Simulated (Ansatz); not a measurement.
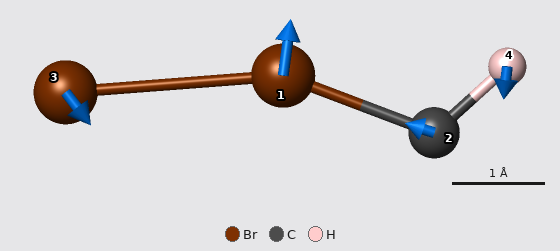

This is a relaxation of CHBr2 (charge +1). The starting structure is drawn; blue arrows show the displacements, at their true length. The two geometries are superimposed by the best rigid fit.

A ball-and-stick model, seen face on.

It is one of the separated reactants of a reaction.

All numbers below come from Ansatz 0.2.0, RKS PBE-D4/def2-SVP.

The input:
```yaml
crystal:
  periodic: [false, false, false]
  atoms:
    - {symbol: Br, position_ang: [0.835082, -0.480645, 1.421364]}
    - {symbol: C, position_ang: [-0.067433, -0.101038, -0.059208]}
    - {symbol: Br, position_ang: [2.170030, 0.039889, 3.346710]}
    - {symbol: H, position_ang: [-0.610930, -0.915651, -0.536244]}
basis:
  gaussian: {orbitals: def2-SVP}
total_charge: 1
hamiltonian: {xc: pbe, dispersion: d4}
relax: {f_tol: 0.03, max_steps: 250}
```

Run as
```bash
ansatz run in.yaml --threads 2 --pin off --events-out ev --progress --plain --max-ram 4352MiB
```

> Atoms of which element are displaced furthest, and by how much?

Bromine: up to 0.63 Å, against 0.37 Å for hydrogen.

> What happened in the run?

Br1 moves most after the best rigid fit: 0.63 Å. Largest moves by element: Br 0.63 Å, H 0.37 Å, C 0.34 Å. Some distances before and after: Br1–Br3 2.400 → 2.490 Å, Br1–C2 1.775 → 1.703 Å, C2–H4 1.089 → 1.115 Å. Among the angles between lasting bonds that change: C2–Br1–Br3 154.9° → 109.5°, Br1–C2–H4 117.3° → 124.4°. The energy falls by 1.208 eV in 6 accepted moves (7 points after the start). The largest force component goes from 3.3 to 0.0052 eV/Å. The line search rejected the trial step at point 4 of the run. The run took 11 s on 2 threads of Intel Xeon Platinum 8259CL @ 2.50GHz, with other jobs on the host.
